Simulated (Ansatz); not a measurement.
# CH3BCl (SMILES C[B]Cl) at UPBE/aug-cc-pVDZ

What is the vertical doublet–quartet gap of CH3BCl at UPBE/aug-cc-pVDZ? 

The calculation is run with Ansatz 0.2.0.

70 further runs of the same task are left out: 70 set aside as unsound or not needed.

### 1 The system as given

The species is CH3BCl (6 atoms), meant as a doublet with charge 0. SMILES: `C[B]Cl`. The shape is that of a PBE0-D4/def2-TZVP optimisation.

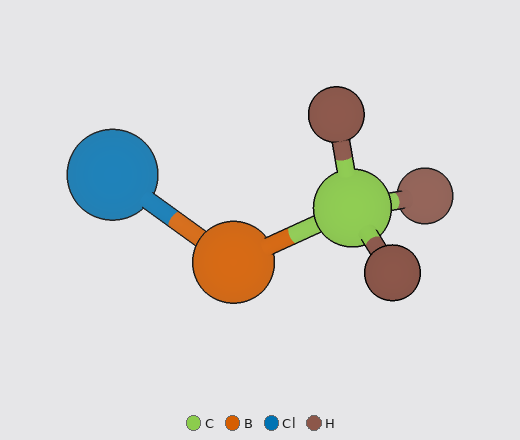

The structure, seen from a chosen angle (carbon green, boron orange, chlorine blue, hydrogen brown).

### 2 A single-point energy at UPBE/aug-cc-pVDZ

input.yaml

```yaml
crystal:
  periodic: [false, false, false]
  atoms:
    - symbol: C
      position_ang: [-0.289900, 0.325200, -0.312400]
    - symbol: B
      position_ang: [0.195300, -1.059500, 0.167700]
    - symbol: Cl
      position_ang: [1.467800, -1.355700, 1.297800]
    - symbol: H
      position_ang: [-1.073500, 0.641700, 0.390700]
    - symbol: H
      position_ang: [0.494200, 1.088800, -0.289700]
    - symbol: H
      position_ang: [-0.752000, 0.295400, -1.300400]
basis:
  gaussian:
    orbitals: aug-cc-pVDZ
magnetization:
  spin_polarized: true
  initial_magnetization: 1
hamiltonian:
  xc: pbe
accuracy: high
output: {orbitals: {seedname: orbitals}}
```

Started as:

```
$ ansatz run input.yaml --threads 1 --pin off --max-ram 3480MiB --events-out events.jsonl --progress --plain --runs-dir runs
```

What it wrote:

```text
Warning: RAYON_NUM_THREADS=1 ignored (pool sized by the plan → 1); use --threads N
Functional definition: PBE
  name "PBE"
  parameter kappa = 0.804
  parameter beta = 0.06672455060314922
  exchange = pbe_x(kappa = kappa, mu = beta*pi^2/3)
  correlation = pbe_c(beta = beta)
1972 factors; integrals over basis functions are off by at most 3.9e-9 eV
mean field evaluation 1: about -14265.5791 eV, gradient 4.6e1 eV
mean field evaluation 2: about -14242.2167 eV, gradient 7.2e1 eV
mean field evaluation 4: about -14276.1190 eV, gradient 8.1e0 eV
mean field evaluation 8: about -14276.4981 eV, gradient 3.3e-2 eV
mean field evaluation 16: about -14276.4981 eV, gradient 8.0e-6 eV
mean field -14276.49812479 eV, -524.6516291281 hartree, gradient 4.4e-8 eV, S^2 0.752359; 0 other end points of the search recorded, 0 dependent functions left out
reference -14276.49813172 eV, -524.6516293829 hartree; 16, 15 occupied and 84, 85 virtual orbitals, 1972 factors
Total energy: -14276.49813172 eV, -524.6516293829 hartree
```

It took 17 s on 1 thread of Intel Xeon Platinum 8259CL at 2.50GHz (Skylake/Cascade Lake), shared host; peak memory 0.32 GiB.

### 3 The quartet, same level

in.yaml

```yaml
basis:
  gaussian:
    orbitals: aug-cc-pVDZ
crystal:
  periodic: [false, false, false]
  atoms:
    - {symbol: C, position_ang: [-0.289900, 0.325200, -0.312400]}
    - {symbol: B, position_ang: [0.195300, -1.059500, 0.167700]}
    - {symbol: Cl, position_ang: [1.467800, -1.355700, 1.297800]}
    - {symbol: H, position_ang: [-1.073500, 0.641700, 0.390700]}
    - {symbol: H, position_ang: [0.494200, 1.088800, -0.289700]}
    - {symbol: H, position_ang: [-0.752000, 0.295400, -1.300400]}
magnetization:
  spin_polarized: true
  initial_magnetization: 3
accuracy: high
hamiltonian:
  xc: {name: PBE}
output: {orbitals: {seedname: orbitals}}
```

Started as:

```
$ ansatz run in.yaml --threads 1 --pin off --max-ram 3480MiB --events-out events.jsonl --progress --plain --runs-dir runs
```

What it wrote:

```text
Warning: RAYON_NUM_THREADS=1 ignored (pool sized by the plan → 1); use --threads N
[... 6 set-up lines as earlier in the session ...]
1972 factors; integrals over basis functions are off by at most 3.9e-9 eV
mean field evaluation 1: about -14254.6762 eV, gradient 5.3e1 eV
mean field evaluation 2: about -14179.5404 eV, gradient 1.0e2 eV
mean field evaluation 4: about -14267.6689 eV, gradient 2.0e1 eV
mean field evaluation 8: about -14270.7057 eV, gradient 3.4e-1 eV
mean field evaluation 16: about -14270.7042 eV, gradient 1.9e-4 eV
mean field evaluation 32: about -14265.4985 eV, gradient 1.4e1 eV
mean field -14270.70424212 eV, -524.4387078672 hartree, gradient 2.2e-8 eV, S^2 3.753489; 6 other end points of the search recorded, 0 dependent functions left out
reference -14270.70424876 eV, -524.4387081112 hartree; 17, 14 occupied and 83, 86 virtual orbitals, 1972 factors
Total energy: -14270.70424876 eV, -524.4387081112 hartree
```

Run time: 24 s. Hardware: 1 thread of Intel Xeon Platinum 8259CL at 2.50GHz (Skylake/Cascade Lake), shared host; peak memory 0.36 GiB.

### 4 Results

At UPBE/aug-cc-pVDZ:

| quantity | value |
| --- | --- |
| doublet: total energy | -524.65163 Eh |
| doublet: HOMO energy (highest over α and β) | -4.46 eV |
| doublet: LUMO energy (lowest over α and β) | -2.47 eV |
| doublet: ⟨S²⟩ | 0.752 |
| quartet: total energy | -524.43871 Eh |
| quartet: HOMO energy (highest over α and β) | -2.58 eV |
| quartet: ⟨S²⟩ | 3.753 |
| vertical energy of the quartet above the doublet | 5.794 eV |

What this shows: At this shape the quartet lies 5.79 eV (559 kJ/mol) above the doublet.
